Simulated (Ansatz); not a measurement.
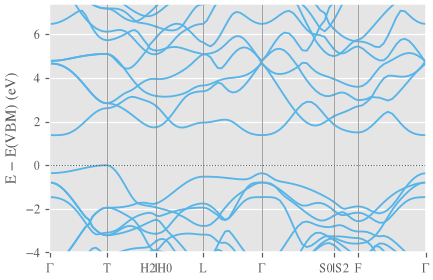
Figure: Band structure from LDA (plane waves, PAW; program Ansatz)

Read off the gap and where the band edges lie.

About 1.4 eV (1.37 eV by a search for the band edges); maximum at T, minimum on the Γ–T line, 7 % of the way from Γ.

The material is B (α-B12, R-3m).

The cell was relaxed with LDA under the symmetry of its start.

Potentials: the earlier of the program's two PAW sets. The files were generated under PBE; for other functionals the program regenerates the frozen cores, and for LDA and PBEsol the local potential too.
